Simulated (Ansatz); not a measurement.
# GaH₅P₂: what the fields show

```xyz
8

P    -0.7295    0.2718   -0.9295
P     0.4867    1.2856    0.6494
Ga    0.9617   -1.0217    0.5148
H    -2.0263    0.7721   -0.6902
H    -0.4004    1.0412   -2.0659
H    -0.5433    1.0674    1.6059
H     2.0648   -1.4050   -0.5253
H     0.1865   -2.0114    1.4409
```

Geometry: PBE0-D4/def2-TZVP.

Theory: Ansatz, RKS PBE0-D4/def2-TZVPP.

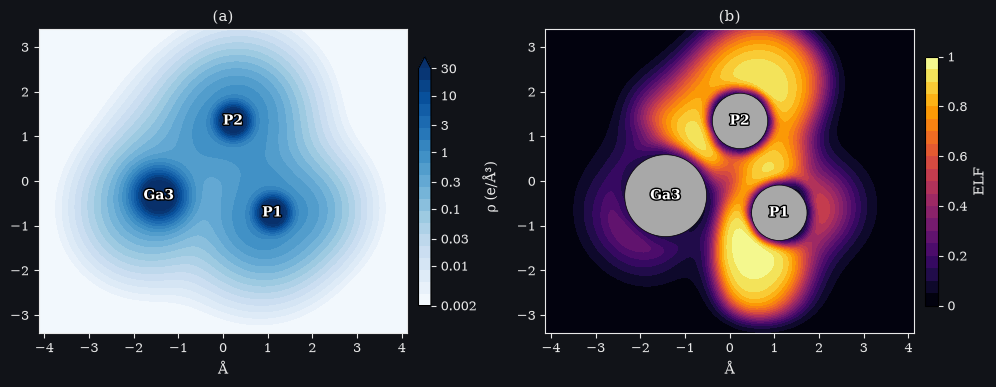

Figure 1. (a) total electron density; (b) electron localisation function on the plane of atoms P1, Ga3 and P2. Grey discs cover the atomic cores in the ELF map.

Interpret the plot.

Answer. The section cuts through P and Ga sites.
P–P (2.24 Å): ρ at the midpoint is about 0.74 e/Å³; the ELF peaks at about 0.90 between the atoms; a shared electron pair.
Ga–P (2.36 Å): ρ at the midpoint is about 0.56 e/Å³; the ELF peaks at about 0.90 in the valence shell of P, 1.0 Å from its nucleus, and is about 0.75 at the midpoint.
Ga–P (2.57 Å): ρ at the midpoint is about 0.34 e/Å³; the ELF peaks at about 0.80 in the valence shell of P, 0.9 Å from its nucleus, and is about 0.50 at the midpoint.
The ELF also peaks beside P2, away from the bonds: lone-pair regions.

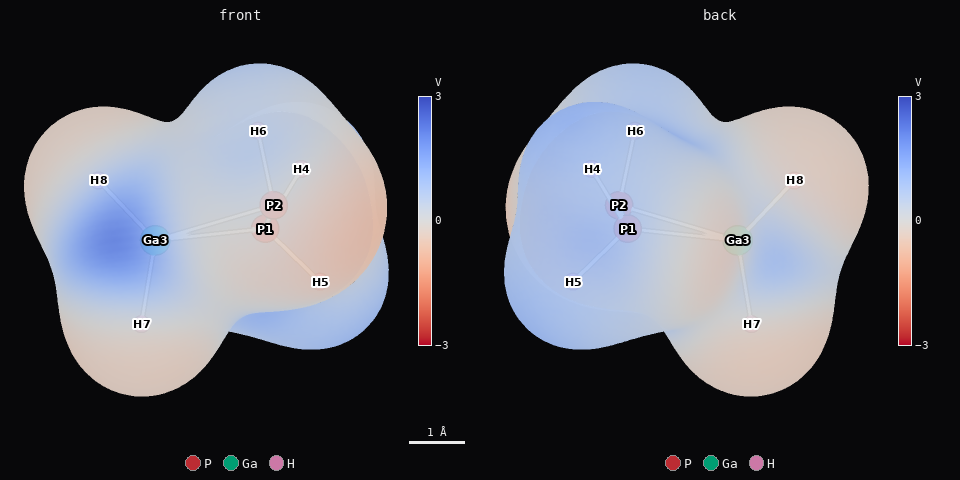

Figure 2. The molecular electrostatic potential painted on the density surface at 0.002 e/bohr³, seen from the front and from behind; the colour scale runs from red (negative) to blue (positive).

Describe the electrostatic potential map.

Answer. The most negative region (about −0.7 V) lies over P2, the most positive (about +2.0 V) over Ga3.

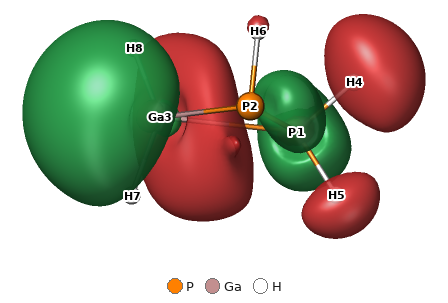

Figure 3. The LUMO at ±0.08 Å⁻³ᐟ² (green and red are the two phases), seen at a tilt.

Where does this orbital lie, and at what energy?

Answer. Its weight (Hirshfeld) is mainly on Ga3 (about 50 %), P1 (about 20 %), H4 (about 10 %) and P2 (about 5 %). Its energy is −0.94 eV.
